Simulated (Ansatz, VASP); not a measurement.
**Cross-check of SiC between VASP and Ansatz**

Aim: how closely do two programs agree when they are given the same cell, functional and k mesh? The cell comes out of the VASP series on this material, whose earlier steps may have relaxed, scaled or displaced it; both programs get it as it stands.

Method: plane waves, with VASP 6.6.1 beside it; relaxation of cell and atoms at LDA, in Ansatz 0.2.0.

### 1. The starting structure

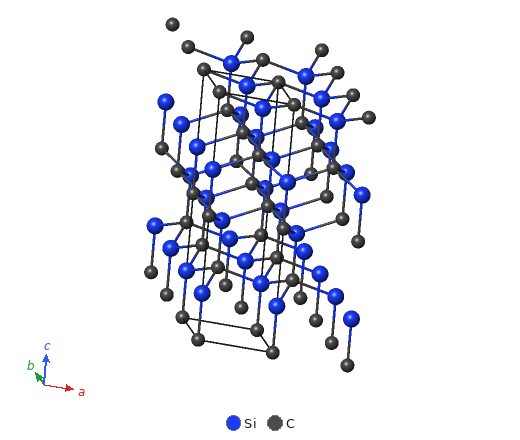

The starting structure, seen slightly off an axis (silicon blue, carbon dark grey). 2×3×1 cells are drawn. Bonds to atoms that aren't drawn are left out. Some periodic images of atoms are drawn too.

As a file:

```cif
data_structure
_symmetry_space_group_name_H-M 'P 1'
_symmetry_Int_Tables_number 1
_cell_length_a 3.0601
_cell_length_b 3.0601
_cell_length_c 10.0191
_cell_angle_alpha 90.000
_cell_angle_beta 90.000
_cell_angle_gamma 120.000
_cell_volume 81.25
loop_
_atom_site_label
_atom_site_type_symbol
_atom_site_fract_x
_atom_site_fract_y
_atom_site_fract_z
_atom_site_occupancy
Si1 Si 0.00000 0.00000 0.18789 1
Si2 Si 0.00000 0.00000 0.68789 1
Si3 Si 0.33333 0.66667 0.43786 1
Si4 Si 0.66667 0.33333 0.93786 1
C5 C 0.00000 0.00000 0.00046 1
C6 C 0.00000 0.00000 0.50046 1
C7 C 0.33333 0.66667 0.24980 1
C8 C 0.66667 0.33333 0.74980 1
```

### 2. Ansatz: relaxation of cell and atoms, LDA

Ansatz runs on its default PAW (the set named soft_2) files.

The relaxed volume is the usual yardstick between codes: its relative difference is about their pressure difference at one cell divided by the bulk modulus.

File input.yaml:

```yaml
crystal:
  lattice:
    - [3.0601349154, 0.0, 0.0]
    - [-1.5300674577, 2.6501545757, 0.0]
    - [0.0, 0.0, 10.0190757747]
  atoms:
    - { symbol: Si, position: [0.0, 0.0, 0.1878851084] }
    - { symbol: Si, position: [0.0, 0.0, 0.6878851084] }
    - { symbol: Si, position: [0.3333333333, 0.6666666667, 0.4378578359] }
    - { symbol: Si, position: [0.6666666667, 0.3333333333, 0.9378578359] }
    - { symbol: C, position: [0.0, 0.0, 0.0004566014] }
    - { symbol: C, position: [0.0, 0.0, 0.5004566014] }
    - { symbol: C, position: [0.3333333333, 0.6666666667, 0.2497994544] }
    - { symbol: C, position: [0.6666666667, 0.3333333333, 0.7497994544] }
hamiltonian:
  xc: lda
  pseudopotentials: { kind: paw }
kpoints:
  mp_grid: { grid: [8, 8, 2] }
scf:
  occupations: { method: gaussian, width: 0.03 }
relax:
  f_tol: 0.01
  max_steps: 60
  cell: { stress_tol: 0.05 }
output:
  forces: true
  stress: true
```

Command:

```console
$ ansatz run input.yaml --threads 4 --pin off --max-ram 9216MiB --backend cpu --events-out ev --progress --plain --runs-dir out
```

Numbers of over 12 decimals in the logs are rounded to 6 here.

The log of the run:

```text
Engine: ansatz 0.2.0, aarch64-unknown-linux-gnu
Pseudopotentials: kind: paw
Pseudopotential: Si, paw, valence charge 4, recommended cutoff 420 eV (normal), Si.paw.azcp
Pseudopotential: C, paw, valence charge 4, recommended cutoff 420 eV (normal), C.paw.azcp
Functional definition: SPW92
  exchange = slater_x
  correlation = pw_c
Crystal: 8 atoms, lattice volume = 81.253 Å³
Basis set: ecut = 420 eV, 1569 PW (Γ)
Bands: 24, of which v1, the nominal top of the filled ones, is band 16 counted from 1 (15 counted from 0)
Symmetry: 12 space group operations
Space group: P63mc (ITA 186), of the structure as read, at distance tolerance 4.3e-5 Å
k-points: 20 of 128
Non-local potential: Si, projectors of the file, l = 0: 2, l = 1: 2, l = 2: 2
Non-local potential: C, projectors of the file, l = 0: 2, l = 1: 2, l = 2: 1
PAW form: soft (Blöchl's): semilocal exchange-correlation on the pseudo side does not see the compensation charge
PAW frozen core: Si, regenerated for the run's functional, and the local potential with it (the file was generated under x = pbe(κ = 0.804, μ = 0.219515), c = pbe(β = 0.066725))
PAW frozen core: C, regenerated for the run's functional, and the local potential with it (the file was generated under x = pbe(κ = 0.804, μ = 0.219515), c = pbe(β = 0.066725))
PAW one-centre angular grid: Si, 110 points (default); XC on 64 Gauss nodes
PAW one-centre angular grid: C, 110 points (default); XC on 64 Gauss nodes
Initial density: superposition of atomic densities (neutral atoms: chi_scale 0, normalization atom), corrected by the library's trained network
Initial wavefunctions: pseudopotential atomic-orbital guess
Functional: x = slater, c = lda
SCF iter   1: F=—  HF=-3408.825388 eV  |F-HF|=—  |Δ(HF+E_count)|=         —  Δρ=7.80e-3  dr2=5.10e-2  ethr=1.77e-3  ⟨swp⟩=6.4  Hψ=2695  notcnv=0  defer=1
preconditioner: auto → none  [insulator: Δε(μ)=2.107 eV  Ē_g=11.930 eV  σ=0.030 eV  W_gap=1.00  n_scr=6 (ndim 8)  ℏωp=23.3 eV  f_vac=0.000  D(μ)=0.00/eV (n_scr^D=0)  ε∞_Penn≈4.8]
SCF iter   2: F=—  HF=-3408.810995 eV  |F-HF|=—  |Δ(HF+E_count)|=   1.44e-2  Δρ=2.72e-3  dr2=2.56e-3  ethr=1.59e-4  ⟨swp⟩=3.0  Hψ=1018  notcnv=0  defer=62
SCF iter   3: F=—  HF=-3408.810389 eV  |F-HF|=—  |Δ(HF+E_count)|=   6.06e-4  Δρ=9.17e-4  dr2=2.85e-4  ethr=8.00e-6  ⟨swp⟩=1.0  Hψ=418  notcnv=0  defer=62
SCF iter   4: F=—  HF=-3408.810334 eV  |F-HF|=—  |Δ(HF+E_count)|=   5.57e-5  Δρ=6.81e-5  dr2=7.99e-6  ethr=8.89e-7  ⟨swp⟩=2.0  Hψ=707  notcnv=0  defer=62
SCF iter   5: F=—  HF=-3408.810325 eV  |F-HF|=—  |Δ(HF+E_count)|=   8.52e-6  Δρ=2.13e-5  dr2=4.47e-7  ethr=2.50e-8  ⟨swp⟩=2.0  Hψ=639  notcnv=0  defer=62
SCF iter   6: F=-3408.810325 eV  HF=-3408.810325 eV  |F-HF|=1.04e-8  |Δ(HF+E_count)|=   4.38e-8  Δρ=7.59e-6  dr2=3.79e-8  ethr=3.13e-10  ⟨swp⟩=5.0  Hψ=1628  notcnv=0
SCF 1 converged in 6 iterations: F = -3408.810325 eV  dr2 = 3.79e-8
  greatest PAW one-centre occupation: 0.640 electrons in one spin orbital (limit 2), on the C atom at site 7 (counted from 0), in its partial waves of l = 0
relax step   1: F+E_penalty+E_count = -3408.81032498 eV  Δ(F+E_penalty+E_count) = +0.000e0 eV  max|allowed force component| = 4.254e-3 eV/Å  Δτ_max = 0.0000 Å  P = -0.410 GPa  Ω = 81.253 Å³  (6 SCF iters, dr2 threshold 1.00e-7 eV, accepted)
[...]
relax step   2: F+E_penalty+E_count = -3408.81066043 eV  Δ(F+E_penalty+E_count) = -3.354e-4 eV  max|allowed force component| = 2.883e-3 eV/Å  Δτ_max = 0.0001 Å  P = -0.190 GPa  Ω = 81.176 Å³  energy of the carried Pulay correction = +1.894e-4 eV  (6 SCF iters, dr2 threshold 5.23e-7 eV, accepted)
[...]
relax step   3: F+E_penalty+E_count = -3408.81086728 eV  Δ(F+E_penalty+E_count) = -2.068e-4 eV  max|allowed force component| = 4.484e-4 eV/Å  Δτ_max = 0.0001 Å  P = +0.005 GPa  Ω = 81.108 Å³  energy of the carried Pulay correction = +3.573e-4 eV  (6 SCF iters, dr2 threshold 9.23e-8 eV, accepted)
[...]
relax step   4: F+E_penalty+E_count = -3408.81043363 eV  Δ(F+E_penalty+E_count) = +4.336e-4 eV  max|allowed force component| = 4.998e-4 eV/Å  Δτ_max = 0.0000 Å  P = -0.001 GPa  Ω = 81.108 Å³  stress off target by 3.08e-2 GPa  SCF on the basis re-selected at this cell (its energy is not comparable with the rows above)  (8 SCF iters)
basis re-selected at this cell: Δ(F+E_penalty+E_count) = +4.336e-4 eV, ΔP = -0.007 GPa vs the last step (what re-selecting the basis moved, of the pressure what is left beyond the Pulay correction that the steps carried, after the strain that the cell walked since its last selection, with what the two solves' SCF thresholds leave and, on support functions, any second-order correction that the steps lacked; it is no m [...]
SCF converged after 8 iterations
Free energy (F): -3408.810434 eV
Harris-Foulkes:  -3408.810434 eV  (|F-HF|=0.00e0)
Internal energy: -3408.810434 eV  (E = F + TS)
E sigma→0 (E₀):  -3408.810434 eV
Fermi energy:    10.658533 eV
--- Per-component energies (eV) ---
  E_band       = 114.655811
  E_kinetic    = 547.275600
  E_local      = -421.815436  (includes V_loc(G=0)·N_el)
  E_nonlocal   = 216.702141
  E_hartree    = 127.147016
  E_xc         = -420.370613
  E_vxc        = -439.440957  (∫ρ·V_xc dr)
  E_paw        = -2312.319052  (= ΣΔE_a)
  E_vpaw       = -42.359632  (= ΣTr[D̂ρ^β])
  E_aug_tail   = 0.000061  (compensation charges beyond the density's cutoff)
  E_ewald      = -1146.018805
  E_core_change = 0.588653  (= ΣΔE_core)
  E_smearing   = -0.000000  (= −TS)
  E_closure    = 0.000000  (closes the sum)
  Σ components = -3408.810434   (vs F -3408.810434, Δ=0.00e0)
--- Forces (eV/Å), atoms counted from 1 ---
  atom   1  Si    -0.00000000     0.00000000    -0.00046413
  atom   2  Si    -0.00000000    -0.00000000    -0.00046413
  atom   3  Si     0.00000000    -0.00000000    -0.00002493
  atom   4  Si     0.00000000     0.00000000    -0.00002493
  atom   5  C      0.00000000    -0.00000000    -0.00003449
  atom   6  C      0.00000000     0.00000000    -0.00003449
  atom   7  C     -0.00000000    -0.00000000     0.00049193
  atom   8  C      0.00000000     0.00000000     0.00049193
  max |Σ_I F_I| component: 6.32e-5 eV/Å
--- Stress (GPa, compression-positive) ---
        0.013637      -0.000000      -0.000000
        0.000000       0.013637      -0.000000
       -0.000000      -0.000000      -0.030786
  P = ⅓ Tr σ = -0.0012 GPa (-0.012 kbar)
--- Relaxed structure (3 steps of the walk, 3 accepted, 1 SCFs on fresh bases) ---
  F+E_penalty+E_count = -3408.81043363 eV   max|allowed force component| = 4.998e-4 eV/Å   (the final SCF, on the basis selected at the relaxed cell)
  cell:  # Å, volume = 81.1084 Å³
    - [3.058382, 0.0, 0]
    - [-1.529191, 2.648637, 0]
    - [0, 0, 10.012706]
  atoms:
    - { symbol: Si, position: [0, 0, 0.187898] }
    - { symbol: Si, position: [0, 0, 0.687898] }
    - { symbol: Si, position: [0.333333, 0.666667, 0.437847] }
    - { symbol: Si, position: [0.666667, 0.333333, 0.937847] }
    - { symbol: C, position: [0, 0, 0.000452454] }
    - { symbol: C, position: [0, 0, 0.500452] }
    - { symbol: C, position: [0.333333, 0.666667, 0.249802] }
    - { symbol: C, position: [0.666667, 0.333333, 0.749802] }
```

The job ended after 2.8 s (4 threads of Arm Neoverse V2, shared host; peak memory 0.34 GiB).

### 3. VASP: relaxation of cell and atoms, LDA

The same cell, functional (in two slightly different forms), mesh and smearing now go to VASP, with its own data sets and cutoff.

Lines of VASP's logs that name or quote its potential files are left out, and so is its time.

File INCAR:

```
SYSTEM = SiC
PREC = Accurate
ENCUT = 520
EDIFF = 1E-06
NELM = 100
ISMEAR = 0
SIGMA = 0.03
LREAL = .FALSE.
ALGO = Normal
GGA = CA
NBANDS = 24
LORBIT = 11
LWAVE = .FALSE.
LCHARG = .FALSE.
KPAR = 8
IBRION = 2
NSW = 50
ISIF = 3
EDIFFG = -0.006
```

File POSCAR:

```
SiC
1.0
    3.0601349154      0.0000000000      0.0000000000
   -1.5300674577      2.6501545757      0.0000000000
    0.0000000000      0.0000000000     10.0190757747
Si C
4 4
Direct
    0.0000000000      0.0000000000      0.1878851084
    0.0000000000      0.0000000000      0.6878851084
    0.3333333333      0.6666666667      0.4378578359
    0.6666666667      0.3333333333      0.9378578359
    0.0000000000      0.0000000000      0.0004566014
    0.0000000000      0.0000000000      0.5004566014
    0.3333333333      0.6666666667      0.2497994544
    0.6666666667      0.3333333333      0.7497994544
```

File KPOINTS:

```
Automatic mesh
0
Gamma
8 8 2
0 0 0
```

The projector-augmented-wave data sets are Si and C (LDA family, release 64).

Command:

```console
$ mpirun -np 8 vasp_std
```

The log of the run:

```text
[banner, memory and clock lines left out]
running    8 mpi-ranks, on    1 nodes
 distrk:  each k-point on    1 cores,    8 groups
 distr:  one band on    1 cores,    1 groups

 POSCAR found type information on POSCAR SiC
 POSCAR found :  2 types and       8 ions
|                                                                             |
|           W    W    AA    RRRRR   N    N  II  N    N   GGGG   !!!           |
|           W    W   A  A   R    R  NN   N  II  NN   N  G    G  !!!           |
|           W    W  A    A  R    R  N N  N  II  N N  N  G       !!!           |
|           W WW W  AAAAAA  RRRRR   N  N N  II  N  N N  G  GGG   !            |
|           WW  WW  A    A  R   R   N   NN  II  N   NN  G    G                |
|           W    W  A    A  R    R  N    N  II  N    N   GGGG   !!!           |
|                                                                             |
|     For optimal performance we recommend to set                             |
|       NCORE = 2 up to number-of-cores-per-socket                            |
|     NCORE specifies how many cores store one orbital (NPAR=cpu/NCORE).      |
|     This setting can greatly improve the performance of VASP for DFT.       |
|     The default, NCORE=1 might be grossly inefficient on modern             |
|     multi-core architectures or massively parallel machines. Do your        |
|     Unfortunately you need to use the default for GW and RPA                |
|     calculations (for HF NCORE is supported but not extensively tested      |
|     yet).                                                                   |
|                                                                             |

 LDA part: xc-table for (Slater(with rela. corr.)+CA(PZ))
 , standard interpolation
 POSCAR, INCAR and KPOINTS ok, starting setup
 FFT: planning ... GRIDC
 FFT: planning ... GRID_SOFT
 FFT: planning ... GRID
 WAVECAR not read
 entering main loop
       N       E                     dE             d eps       ncg     rms          rms(c)
DAV:   1     0.659684232470E+02    0.65968E+02   -0.14593E+04   960   0.120E+03
DAV:   2    -0.680762614927E+02   -0.13404E+03   -0.12425E+03  1320   0.199E+02
DAV:   3    -0.748517216605E+02   -0.67755E+01   -0.67280E+01  1280   0.428E+01
DAV:   4    -0.749443732002E+02   -0.92652E-01   -0.92571E-01  1232   0.594E+00
DAV:   5    -0.749463030653E+02   -0.19299E-02   -0.19294E-02  1280   0.788E-01    0.185E+01
DAV:   6    -0.669272239243E+02    0.80191E+01   -0.23841E+01  1224   0.220E+01    0.852E+00
DAV:   7    -0.666598994534E+02    0.26732E+00   -0.21901E+00  1328   0.697E+00    0.339E+00
DAV:   8    -0.665887083832E+02    0.71191E-01   -0.13533E-01  1160   0.181E+00    0.111E+00
DAV:   9    -0.665777147954E+02    0.10994E-01   -0.19219E-02  1256   0.746E-01    0.159E-01
DAV:  10    -0.665778091155E+02   -0.94320E-04   -0.95046E-04  1224   0.176E-01    0.849E-02
DAV:  11    -0.665778184996E+02   -0.93841E-05   -0.34550E-05  1256   0.395E-02    0.214E-02
DAV:  12    -0.665778138670E+02    0.46326E-05   -0.93913E-06  1232   0.152E-02    0.102E-02
DAV:  13    -0.665778133628E+02    0.50416E-06   -0.24324E-06   984   0.731E-03
   1 F= -.66577813E+02 E0= -.66577813E+02  d E =-.665778E+02
 curvature:   0.00 expect dE= 0.000E+00 dE for cont linesearch  0.000E+00
 trial: gam= 0.00000 g(F)=  0.181E-05 g(S)=  0.394E-05 ort = 0.000E+00 (trialstep = 0.100E+01)
 search vector abs. value=  0.575E-05
 reached required accuracy - stopping structural energy minimisation
```

(Part 1 of 2 ends here.)

[Lines on the potential files, build, host, timing and source positions are cut from VASP's logs without a mark.]

[Logs are printed without paths, hosts, clocks, repeated set-up lines and the standing remarks that a program may print on its own settings, such as how far it seeks lower states.]

[Hosts, paths, dates, database ids (printed as entryN), source tags and the programs' standing remarks are cut or masked in the printed files.]
